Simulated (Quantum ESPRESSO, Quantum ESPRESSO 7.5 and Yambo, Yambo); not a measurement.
## How the form of the self-energy moves the gap of CdS (Hawleyite)

How much does the gap of CdS (Hawleyite) depend on the approximation to the self-energy?

Main program and level: Quantum ESPRESSO 7.5 and Yambo 5.3.0; PBE and many-body steps on it, plane waves.

**What was measured.**

- Gap 2.42 eV: optical gap from inflexion point of photoacoustic spectrum, as-grown film; photoacoustic spectroscopy; film (as-grown chemical bath deposited film, about 0.25 um thick, deposited at 80 C) (“Study of the band--gap shift in CdS films: Influence of thermal annealing in different atmospheres”, 1995, arxiv:cond-mat/9501125).

**1. The structure**

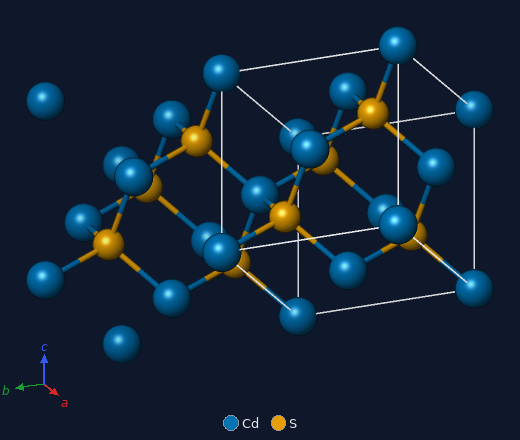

The cell as given, from a free direction (cadmium blue, sulfur orange). 1×2×1 cells are drawn. This picture shows the conventional cell, with its axes. Bonds to atoms that aren't drawn are left out. Some periodic images of atoms are drawn too.

The cell and positions come from the Crystallography Open Database and are kept as given unless a step says otherwise.

**2. Empty states on the mesh, 4×4×4 mesh, 331 bands**

This step: Quantum ESPRESSO 7.5; DFT, PBE, plane waves, norm-conserving pseudopotentials.

The sums over transitions need many empty states on a uniform mesh; this step solves for them.

Contents of pw.in:

```
&control
  calculation = 'nscf'
  prefix = 'x'
  outdir = 'o'
  pseudo_dir = 'pseudo'
/
&system
  ibrav = 0
  nat = 2
  ntyp = 2
  ecutwfc = 94.0
  nbnd = 331
  force_symmorphic = .true.
/
&electrons
  conv_thr = 1e-9
  electron_maxstep = 80
  diago_full_acc = .true.
  diago_thr_init = 5e-6
/
ATOMIC_SPECIES
  Cd 112.41 Cd.upf
  S 32.06 S.upf
CELL_PARAMETERS angstrom
  -0.0000000000 2.9165000000 2.9165000000
  2.9165000000 -0.0000000000 2.9165000000
  2.9165000000 2.9165000000 -0.0000000000
ATOMIC_POSITIONS crystal
  Cd 0.0000000000 0.0000000000 0.0000000000
  S 0.2500000000 0.2500000000 0.2500000000
K_POINTS automatic
  4 4 4 0 0 0
```

Run with:

```sh
> OMP_NUM_THREADS=1 mpirun -n 4 pw.x -nk 4 -in pw.in > pw.out
```

Log:

```text
Program PWSCF v.7.5 starts

     This program is part of the open-source Quantum ESPRESSO suite
     for quantum simulation of materials; please cite
         "P. Giannozzi et al., J. Phys.:Condens. Matter 21 395502 (2009);
         "P. Giannozzi et al., J. Phys.:Condens. Matter 29 465901 (2017);
         "P. Giannozzi et al., J. Chem. Phys. 152 154105 (2020);
     in publications or presentations arising from this work. More details at

     Atomic positions and unit cell read from directory:
     o/x.save/

     Message from routine setup:
[...]
k =-0.3536-0.3536 0.3536 (  5168 PWs)   bands (ev):

[...]
65.8940  67.6525  67.7258  67.7258  68.1298  68.1298  69.2984  69.8215
     [... 30 further rows ...]
   193.6924 194.2373 194.2373 194.4902 194.4902 194.9943 195.1998 195.1998
   196.1201 196.1201 196.9251

          k = 0.3536 0.0000 0.0000 (  5105 PWs)   bands (ev):

     [... further k-points ...]

     highest occupied, lowest unoccupied level (ev):     6.9821    8.1268

     XML data file, pseudopotentials, collected wavefunctions

=------------------------------------------------------------------------------=
   JOB DONE.
=------------------------------------------------------------------------------=
```

It took 50 s on 4 MPI ranks of Arm Neoverse V1, shared host; peak memory 0.81 GiB; 3.3 min of CPU time.

This step gave:

```
gap                                                           : 1.145 eV
k of the valence top                                          : 0, 0, 0
k of the conduction bottom                                    : 0, 0, 0
least direct gap                                              : 1.145 eV
k points computed                                             : 8
lowest point of the top converged band, above the valence top : 189.0455 eV
```

On this mesh the gap is 1.145 eV.

The density comes from a self-consistent run that is not shown.

**3. Conversion and set-up**

This step: Yambo 5.3.0; conversion and set-up on PBE, plane waves, norm-conserving pseudopotentials.

The states are converted to the many-body program's format and the q mesh is built.

Run with:

```sh
> (cd o/x.save; p2y > p2y.log; mv SAVE ../..); yambo > setup.log
```

Log:

```text
 Yambo, version 5.3.0

 [02] CORE Variables Setup
 =========================

  [02.01] Unit cells
  ==================

  Cell kind             :  FCC
  Atoms in the cell     :  Cd  S
  number of Cd atoms    :  1
  number of S  atoms    :  1

  List of atomic masses
  Mass of Cd    :  112.4100
  Mass of S     :  32.06000

  List of atomic coordinates    : [cc]
  Cd1       :  0.000000  0.000000  0.000000  order 1
  S1       :  2.755693  2.755693  2.755693  order 2

  Alat factors          :  5.511386  5.511386  5.511386 [a.u.]
  Direct lattice volume :  334.8209 [a.u.]
[...]
==========================================

 IBZ Q-points                                      :   8
 BZ  Q-points                                      :   64

 K/Q-points units:
 rlu = crystal or reduced units; cc = cartesian coordinates; iku = interal k-units

 Q [1]          [rlu]:  0.000000  0.000000  0.000000
 Q [2]          [rlu]: -0.40681E-17 -0.40681E-17  0.25000
 Q [3]          [rlu]:  0.81362E-17  0.81362E-17 -0.50000
[...]
Q [7]          [rlu]:  0.12428E-16 -0.50000     -0.50000
 Q [8]          [rlu]:  0.250000 -0.500000 -0.250000

  [03.01] X indexes
  =================

   [03.01.01] Sigma indexes
   ========================

 [06] Game Over & Game summary
```

Elapsed: 3 s, on 1 MPI rank; peak memory 0.25 GiB.

**4. G0W0, Godby-Needs plasmon pole**

G0W0 replaces the xc potential by the self-energy, built once from these orbitals. Only a window of levels is corrected, while the sums run over the empty bands that the input names.

This step: G0W0 on PBE, plane waves, norm-conserving pseudopotentials.

Contents of gw2.in:

```
HF_and_locXC
gw0
dyson
ppa
em1d
rim_cut
RandQpts= 1000000
RandGvec= 1 RL
EXXRLvcs= 94 Ry
VXCRLvcs= 376 Ry
Chimod= "HARTREE"
% BndsRnXp
 1 | 142 |
%
NGsBlkXp= 10.5 Ry
% LongDrXp
 1 | 1 | 1 |
%
% GbndRnge
 1 | 142 |
%
DysSolver= "n"
ExtendOut
PPAPntXp= 27.21138 eV
% QPkrange
 1 | 1 | 12 | 15 |
%
```

Run with:

```sh
> OMP_NUM_THREADS=1 mpirun -n 4 yambo -F gw2.in -J gw2 -C gw2 > gw2.log
```

Log:

```text
 Yambo, version 5.3.0

 [02] CORE Variables Setup
 =========================

  [... cell, symmetries and grids as in the set-up ...]

  [02.05] Energies & Occupations
  ==============================

  [X] === General ===
  [X] Electronic Temperature                        :  0.000000  0.000000 [eV K]
  [X] Bosonic    Temperature                        :  0.000000  0.000000 [eV K]
  [X] Finite Temperature mode                       : no
  [X] El. density                                   :  0.52403E+24 [cm-3]
  [X] Fermi Level                                   :  6.982057 [eV]

  [X] === Gaps and Widths ===
  [X] Conduction Band Min                           :  1.144724 [eV]
  [X] Valence Band Max                              :  0.000000 [eV]
  [X] Filled Bands                                  :  13
  [X] Empty Bands                                   :    14   331
  [X] Direct Gap                                    :  1.144724 [eV]
  [X] Direct Gap localized at k                     :  1
  [X] Indirect Gap                                  :  1.144724 [eV]
  [X] Indirect Gap between kpts                     :  1  1
  [X] Last valence band width                       :  2.183510 [eV]
  [X] 1st conduction band width                     :  4.279643 [eV]

 [03] Transferred momenta grid and indexing
 ==========================================

 IBZ Q-points                                      :   8
 BZ  Q-points                                      :   64

 K/Q-points units:
 rlu = crystal or reduced units; cc = cartesian coordinates; iku = interal k-units

 Q [1]          [rlu]:  0.000000  0.000000  0.000000
 Q [2]          [rlu]: -0.40681E-17 -0.40681E-17  0.25000
 Q [3]          [rlu]:  0.81362E-17  0.81362E-17 -0.50000
 Q [4]          [rlu]: -0.62139E-17  0.25000      0.25000
 Q [5]          [rlu]: -0.38278E-17  0.25000      0.50000
 Q [6]          [rlu]:  0.81362E-17  0.25000     -0.25000
 Q [7]          [rlu]:  0.12428E-16 -0.50000     -0.50000
 Q [8]          [rlu]:  0.250000 -0.500000 -0.250000

 [04] Coloumb potential Random Integration (RIM)
 ===============================================

  [04.01] RIM initialization
  ==========================

  * Diagonal components only detected *

  8 x (sBL volume)        :  0.092606 [a.u.]
  sBZ random points       :  1000000
  Points outside the sBZ  :   7987327
  RL volume               :  0.740845 [a.u.]
  Integrated volume       :  0.742020 [a.u.]

  [04.02] RIM integrals
  =====================

  Gamma point sphere radius             :  0.082066 [a.u.]
  Points outside the sphere             :   799513
  [Int_sBZ(q=0) 1/q^2]*(Vol_sBZ)^(-1/3) =:  7.764325
                                 should be <:  7.795600

  Summary of Coulomb integrals for non-metallic bands |Q|[au] RIM/Bare

  Q [1] 0.100000E-4 0.995988 * Q [2] 0.246825 1.065884
  Q [4] 0.285009 1.064810 * Q [6] 0.403064 1.027704
  Q [5] 0.472634 1.020409 * Q [3] 0.493651 1.018308
  Q [7] 0.570019 1.014905 * Q [8] 0.637300 1.011860

 [WARNING] [Xp] User bands 1-142 break level degeneracy

 [05] Dipoles
 ============

  [05.01] Setup: observables and procedures
  =========================================

 [06] Dynamic Dielectric Matrix (PPA)
 ====================================

 [WR./gw2//ndb.pp]---------------------------------------------------------------
  Brillouin Zone Q/K grids (IBZ/BZ)                :    8   64    8   64
  RL vectors                                       :   6183 [WF]
  Coulomb cutoff potential                         : none
  Electronic Temperature                           :  0.000000 [K]
  Bosonic    Temperature                           :  0.000000 [K]
  PPA    diel. fun.  energies                      : Perdew, Burke & Ernzerhof(X)+Perdew, Burke & Ernzerhof(C)
  wavefunctions                                    : Perdew, Burke & Ernzerhof(X)+Perdew, Burke & Ernzerhof(C)
  Global Gauge                                     : length
  X matrix size                                    :  181
  X band range                                     :    1  142
  X e/h energy range                               : -1.000000 -1.000000 [eV]
  X Time ordering                                  : R
  X Hxc Kernel                                     : HARTREE
  X Drude frequency                                :  0.000000  0.000000
  X poles                                          :  100.0000 [o/o]
  RL vectors in the sum                            :   6183
  [r,Vnl] included                                 : yes
  Field direction                                  :  0.577350E-5  0.577350E-5  0.577350E-5
  BZ energy Double Grid                            : no
  BZ energy DbGd points                            : 0
  BZ Q point size factor                           : -1.000000
  X Optical Averaged directions                    : none

 [07] Local Exchange-Correlation + Non-Local Fock
 ================================================

 [VXC] Plane waves :   41151
 [EXS] Plane waves :   5161

 QP @ state[ 1 ] K range:  1  1
 QP @ state[ 1 ] b range:  12  15

 [xc] Functional : Perdew, Burke & Ernzerhof(X)+Perdew, Burke & Ernzerhof(C)
 [xc] LIBXC used to calculate xc functional
  PP Number of Atomic Species                      :  2
  NLCC RL compoments                               :   41151
  PP Number of Atomic Species                      :  2
  NLCC RL compoments                               :   41151

 [xc] E_xc :  -17.59455 [Ha]
      E_xc :  -35.18910 [Ry]

  Local XC kind (lXC) : Perdew, Burke & Ernzerhof(X)+Perdew, Burke & Ernzerhof(C)
  Non-Local XC kind (nlXC) : Hartree-Fock

  Corrections @ K [1] :  [eV]
 <12|nlXC|12> = -18.34334 -0.77818E-18 <12|lXC|12> = -15.38909 -0.14161E-15
 <13|nlXC|13> = -18.34339 -0.10121E-17 <13|lXC|13> = -15.38909  0.000000
 <14|nlXC|14> = -6.737015 -0.35482E-17 <14|lXC|14> = -10.63635  0.000000
 <15|nlXC|15> = -5.838126  0.28639E-17 <15|lXC|15> = -10.64223  0.000000

 [08] Dyson equation: Newton solver
 ==================================

  [08.01] G0W0 (W PPA)
  ====================

  [  GW  ] Bands range     :    1  142
  [GW/PPA] G damping       :  0.100000 [eV]

  QP @ state[ 1 ] K range:  1  1
  QP @ state[ 1 ] b range:  12  15

   Sc/G bands                                       :    1  142
   Sc/G damping                                     :  0.100000 ev
   Sc bands terminator                              : no
   Sx RL components                                 :   5161

   QP @ state[ 1 ] K range                          :  1  1
   QP @ state[ 1 ] b range                          :  12  15
   GF energies kind                                 : Perdew, Burke & Ernzerhof(X)+Perdew, Burke & Ernzerhof(C)
   GF WF`s kind                                     : Perdew, Burke & Ernzerhof(X)+Perdew, Burke & Ernzerhof(C)
   Xs energies kind                                 : Perdew, Burke & Ernzerhof(X)+Perdew, Burke & Ernzerhof(C)
   Xs WF`s kind                                     : Perdew, Burke & Ernzerhof(X)+Perdew, Burke & Ernzerhof(C)

 [11] Game Over & Game summary
```

It took 76 s on 4 MPI ranks; peak memory 1.8 GiB.

Numbers from this step:

* G0W0 gap on the points computed: 2.136 eV
* starting gap on the mesh: 1.145 eV
* k of the valence top: 0, 0, 0
* k of the conduction bottom: 0, 0, 0
* least direct G0W0 gap on the computed points: 2.136 eV
* Z at the valence top: 0.7869
* Z at the conduction bottom: 0.8161

The gap on the mesh goes from 1.14 eV to 2.14 eV, a correction of +0.99 eV.

[end of part 1 of 2]

[Paths, hosts, dates, memory and timing lines, banners, echoed tables and standing remarks are left out of the program output.]

[Logs are printed without paths, hosts, clocks, repeated set-up lines and the standing remarks that a program may print on its own settings, such as how far it seeks lower states.]

[Runs of the session that timed out or met a known fault of the program may be left out.]

[Hosts, paths, dates, database ids (printed as entryN), source tags and the programs' standing remarks are cut or masked in the printed files.]
